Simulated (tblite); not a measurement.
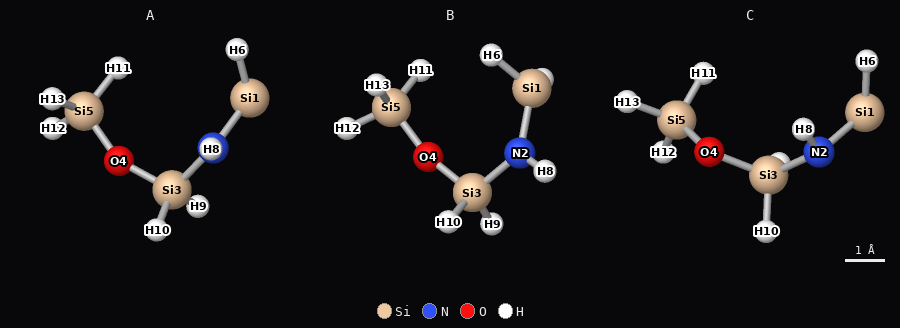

3 geometries from one relaxation of Si3NH8O (multiplicity 2), in shuffled order. The picture is a ball-and-stick view, seen at a tilt.

The calculation used GFN2-xTB geometry optimisation, gas phase (tblite 0.8.0). 

> Put them in the order of the run, from the start to the converged end.

C, A, B. They are steps 0, 117, 205, at +20.4 kcal/mol, +1.14 kcal/mol relative to the last. The atom that moves furthest after the best rigid fit is an H atom (1.96 Å). By element the largest moves are H 1.96 Å, O 1.21 Å, Si 1.07 Å, N 0.33 Å. Near-neighbour distances that change, for instance: Si–Si 2.870 → 3.177 Å, O–Si 1.718 → 1.616 Å, O–Si 1.689 → 1.613 Å, H–N 1.063 → 1.006 Å. Among the angles between lasting bonds that change: Si–O–Si 114.8° → 159.1°, Si–N–Si 114.6° → 128.5°, Si–N–H 106.0° → 116.8°. Groups turn about O–Si by about 150°, O–Si by about 140°. Over 205 geometry steps the energy falls by 20.4 kcal/mol.
